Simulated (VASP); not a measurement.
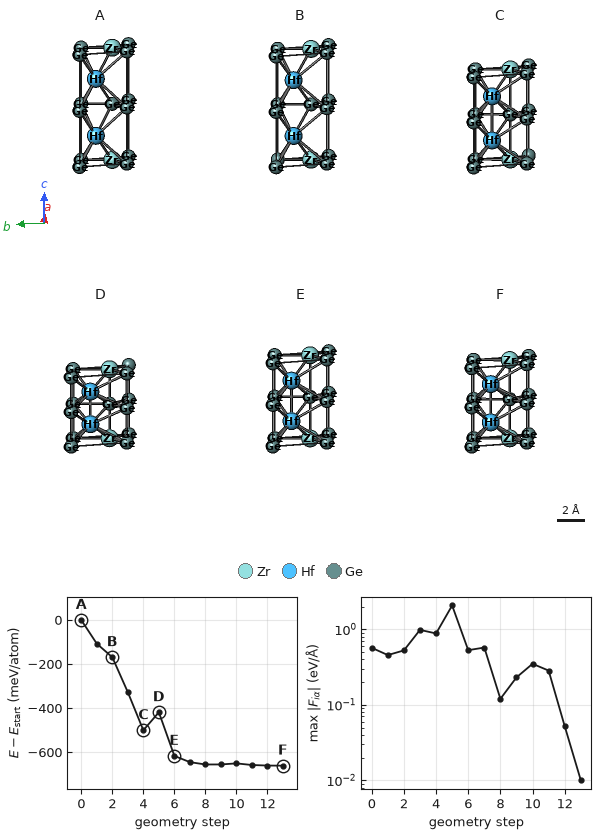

Frames of a relaxation of solid Hf2ZrGe3 (a generated structure, set up in P-6m2), marked on the history of the run. Style: ball-and-stick. Shown: the cell of the calculation, from a free direction.

The run lets cell and atoms move.

Method: Kohn-Sham DFT of a periodic cell, PBE, VASP PAW PBE potentials, recommended (VASP).

The input:
```
ALGO = Fast
EDIFF = 1E-4
EDIFFG = -0.08
ENCUT = 520
GGA = PE
IBRION = 2
ISIF = 3
ISMEAR = 0
LASPH = True
LCHARG = False
LREAL = False
LWAVE = False
NELM = 60
NSW = 24
PREC = Normal
SIGMA = 0.15
```

Run as
```bash
cat potpaw_PBE.64/Zr_sv/POTCAR potpaw_PBE.64/Hf_pv/POTCAR potpaw_PBE.64/Ge_d/POTCAR > POTCAR
mpirun -np 1 vasp_std > vasp.out
```

**Describe the path.**

After 13 geometry steps the energy has fallen by 660 meV per atom. Largest force component: 0.57 eV/Å at the start, 0.01 eV/Å at the end. The pressure goes from 12.93 to −0.16 GPa. The largest moves relative to the cell, 0.059 Å, are those of Hf atoms. Ge and Zr stay in place. The volume changes by −5.1 %, with a = b 4.057 → 4.729 Å (+16.6 %), c 8.544 → 5.966 Å (−30.2 %). Some distances before and after: Hf–Hf 4.336 → 2.910 Å, Ge–Zr 4.272 → 2.983 Å, Hf–Hf 4.208 → 3.056 Å, Ge–Zr 2.342 → 2.731 Å. New bonds form, among them: Hf–Hf (4.21 → 3.06 Å), Hf–Hf (4.34 → 2.91 Å). The space group stays P-6m2 (No. 187). From step 0 to 2: volume +13.7 %, energy −169 meV per atom. From step 2 to 4: Hf atoms move most (0.05 Å), volume −10.8 %, energy −331 meV per atom. From step 4 to 5: Hf atoms move most (0.05 Å), volume −16.0 %, energy +81.5 meV per atom. From step 5 to 6: Hf atoms move most (0.05 Å), volume +13.3 %, energy −198 meV per atom. From step 6 to 13: volume −1.7 %, energy −44.2 meV per atom.

| step | E − E(0), meV/atom | largest force component, eV/Å | pressure, GPa | volume, Å³/atom |
| --- | --- | --- | --- | --- |
| 0 | 0.00 | 0.5689 | 12.93 | 20.301 |
| 1 | -107.29 | 0.4558 | -11.07 | 25.329 |
| 2 | -168.61 | 0.5255 | -5.15 | 23.073 |
| 3 | -327.26 | 0.9829 | -4.83 | 21.942 |
| 4 | -499.82 | 0.8815 | -3.30 | 20.593 |
| 5 | -418.29 | 2.0693 | 10.59 | 17.289 |
| 6 | -616.14 | 0.5291 | 1.15 | 19.597 |
| 7 | -644.38 | 0.5736 | 4.13 | 18.490 |
| 8 | -654.95 | 0.1200 | 2.18 | 18.883 |
| 9 | -654.81 | 0.2306 | 2.23 | 18.780 |
| 10 | -649.99 | 0.3492 | -1.61 | 19.483 |
| 11 | -657.34 | 0.2840 | 0.71 | 19.053 |
| 12 | -659.80 | 0.0520 | -0.55 | 19.295 |
| 13 | -660.36 | 0.0100 | -0.16 | 19.261 |
